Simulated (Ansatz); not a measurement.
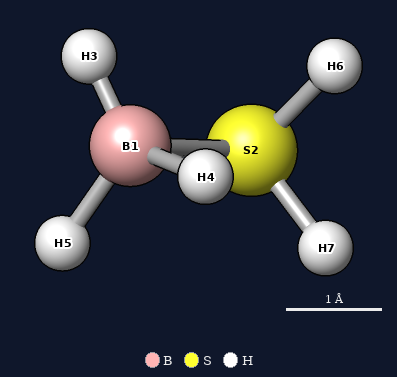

The structure as given in the input (ball-and-stick view, seen at a tilt; atoms are numbered from 1 in the order of the input). Bond lengths as drawn: B–H 1.04 to 1.31 Å, B–S 2.04 Å and H–S 1.35 to 1.37 Å.

# What a change does: single-point calculation on BH$_{5}$S

System: BH$_{5}$S, SMILES [BH3-][SH2+].
Method of run 1: RHF-CCSD(T), frozen core/def2-TZVPP (Ansatz 0.2.0).

The geometry: displaced from a GFN2-xTB structure. Text and figures count atoms from 1; the logs count them from 0 in places.

**The input, run 1**
```yaml
crystal:
  periodic: [false, false, false]
  atoms:
    - {symbol: B, position_ang: [-0.567200, -0.404000, -0.505000]}
    - {symbol: S, position_ang: [0.601100, 1.082100, 0.255200]}
    - {symbol: H, position_ang: [-1.512200, 0.029400, -0.437900]}
    - {symbol: H, position_ang: [-0.175700, -1.432900, 0.198100]}
    - {symbol: H, position_ang: [-0.029400, -0.478900, -1.672800]}
    - {symbol: H, position_ang: [0.180500, 0.856600, 1.544600]}
    - {symbol: H, position_ang: [1.721100, 0.367800, 0.490500]}
basis:
  gaussian: {orbitals: def2-TZVPP}
correlation: {method: ccsd_t}
output: {forces: true}
```

Hardware: 4 CPU threads, shared host.

**Output (run 1)**
```
Functional definition: HF
  exchange = exact_x
  correlation = 0
801 factors; integrals over basis functions are off by at most 1.0e-3 eV
mean field evaluation 1: about -11565.3804 eV, gradient 2.1e1 eV
mean field evaluation 2: about -11565.3833 eV, gradient 2.1e1 eV
mean field evaluation 4: about -11567.1361 eV, gradient 2.3e0 eV
mean field evaluation 8: about -11567.1647 eV, gradient 1.2e-4 eV
mean field evaluation 16: about -11567.1625 eV, gradient 5.5e-1 eV
mean field -11567.16465610 eV, -425.0854606058 hartree, gradient 6.4e-6 eV, S^2 0.000000; 0 other end points of the search recorded, 0 dependent functions left out
6 core orbitals not correlated: weight in the atoms' cores, before any rotation towards them, 1.000 or more for the frozen orbitals, at most 0.000 for the correlated occupied ones
reference -11567.16465610 eV, -425.0854606058 hartree; 7, 7 occupied and 130, 130 virtual orbitals, 801 factors
second order -8.93084097 eV of doubles, -0.00000000 eV of singles
cycle   1  -9.73131308 eV  change   -8.0e-1 eV  update   6.8e-2
cycle   2  -10.03553565 eV  change   -3.0e-1 eV  update   2.1e-2
cycle   3  -10.06167357 eV  change   -2.6e-2 eV  update   6.5e-3
cycle   4  -10.05948481 eV  change    2.2e-3 eV  update   2.0e-3
cycle   5  -10.05881782 eV  change    6.7e-4 eV  update   5.9e-4
cycle   6  -10.05872830 eV  change    9.0e-5 eV  update   2.0e-4
cycle   7  -10.05874296 eV  change   -1.5e-5 eV  update   6.5e-5
cycle   8  -10.05875084 eV  change   -7.9e-6 eV  update   2.3e-5
cycle   9  -10.05874763 eV  change    3.2e-6 eV  update   7.3e-6
perturbative correction -0.37529258 eV, -0.0137917478 hartree
the calculation of the forces begins
Total energy: -11577.59869631 eV, -425.4689045110 hartree
Atom 0 at    -0.567200    -0.404000    -0.505000 Å, force     6.645634    -3.656558    -1.180246 eV/Å
Atom 1 at     0.601100     1.082100     0.255200 Å, force    -0.110071    -0.460710     1.208152 eV/Å
Atom 2 at    -1.512200     0.029400    -0.437900 Å, force    -5.003050     1.981625     0.432705 eV/Å
Atom 3 at    -0.175700    -1.432900     0.198100 Å, force    -0.896639     1.408620    -0.782440 eV/Å
Atom 4 at    -0.029400    -0.478900    -1.672800 Å, force    -0.815789     0.113079     1.180096 eV/Å
Atom 5 at     0.180500     0.856600     1.544600 Å, force     0.316443     0.429055    -0.680645 eV/Å
Atom 6 at     1.721100     0.367800     0.490500 Å, force    -0.136528     0.184890    -0.177622 eV/Å
Dipole moment:     0.423772     0.430911     0.479490 e Å
```

The input of run 2 differs as follows (lines with − go, lines with + come):
```diff
-correlation: {method: ccsd_t}
+hamiltonian: {xc: {name: wB97M-V}}
```

How does run 2 compare with run 1?

The total energies belong to different methods, so their difference says nothing on which is more stable or more accurate. The largest force goes from 7.676 to 7.567 eV/Å.

**Output (run 2)**
```
Functional definition: wB97M-V
  parameter omega = 0.3/bohr
  parameter cx = 0.15
  parameter cx01 = 1.007
  parameter cx10 = 0.259
  parameter css00 = 0.443
  parameter css04 = -1.437
  parameter css10 = -4.535
  parameter css20 = -3.390
  parameter css43 = 4.278
  parameter cos00 = 1.000
  parameter cos10 = 1.358
  parameter cos20 = 2.924
  parameter cos21 = -8.812
  parameter cos60 = -1.390
  parameter cos61 = 9.142
  parameter b = 6.0
  parameter c = 0.01
  gx(w, u) = 1 - cx + cx01*u + cx10*w
  gss(w, u) = css00 + css04*u^4 + css10*w + css20*w^2 + css43*w^4*u^3
  gos(w, u) = cos00 + cos10*w + (cos20 + cos21*u)*w^2 + (cos60 + cos61*u)*w^6
  exchange = spin_sum(e_x_unif_sr(omega)*gx(b97_w, b97_u_x)) + cx*exact_x_sr(omega) + exact_x_lr(omega)
  correlation = spin_sum(e_c_pw_mod_same_spin*gss(b97_w, b97_u_same))
      + integral(e_c_pw_mod_opposite_spin*gos(b97_w_opposite, b97_u_opposite)) + vv10(b, c)
755 factors; their error is unknown
196 factors; integrals over basis functions are off by at most 2.0e-5 eV
mean field evaluation 1: about -11589.0514 eV, gradient 2.4e1 eV
mean field evaluation 2: about -11590.4116 eV, gradient 1.3e1 eV
mean field evaluation 4: about -11590.9510 eV, gradient 4.3e-1 eV
mean field evaluation 8: about -11590.9561 eV, gradient 2.6e-1 eV
mean field evaluation 16: about -11590.9561 eV, gradient 4.4e-5 eV
mean field -11590.95614226 eV, -425.9597815959 hartree, gradient 4.4e-5 eV, S^2 0.000000; 0 other end points of the search recorded, 0 dependent functions left out
the calculation of the forces begins
reference -11590.95618860 eV, -425.9597832989 hartree; 13, 13 occupied and 130, 130 virtual orbitals, 755 factors
Total energy: -11590.95618860 eV, -425.9597832989 hartree
Atom 0 at    -0.567200    -0.404000    -0.505000 Å, force     6.554431    -3.601604    -1.152443 eV/Å
Atom 1 at     0.601100     1.082100     0.255200 Å, force    -0.157850    -0.520255     1.177417 eV/Å
Atom 2 at    -1.512200     0.029400    -0.437900 Å, force    -4.845341     1.918574     0.409534 eV/Å
Atom 3 at    -0.175700    -1.432900     0.198100 Å, force    -0.904482     1.465879    -0.831237 eV/Å
Atom 4 at    -0.029400    -0.478900    -1.672800 Å, force    -0.839113     0.118666     1.249909 eV/Å
Atom 5 at     0.180500     0.856600     1.544600 Å, force     0.329732     0.431101    -0.684743 eV/Å
Atom 6 at     1.721100     0.367800     0.490500 Å, force    -0.137376     0.187639    -0.168437 eV/Å
Dipole moment:     0.419489     0.432275     0.477161 e Å
```

**The two runs side by side**

| quantity | run 1 | run 2 |
| --- | --- | --- |
| outcome | converged | converged |
| total energy (hartree) | −425.468905 | −425.959783 |
| dipole moment (D) | 3.71 | 3.69 |
| largest force (eV/Å) | 7.676 | 7.567 |
| basis functions | 143 | 143 |
| wall time (shared host) | 17 s | 2.5 s |
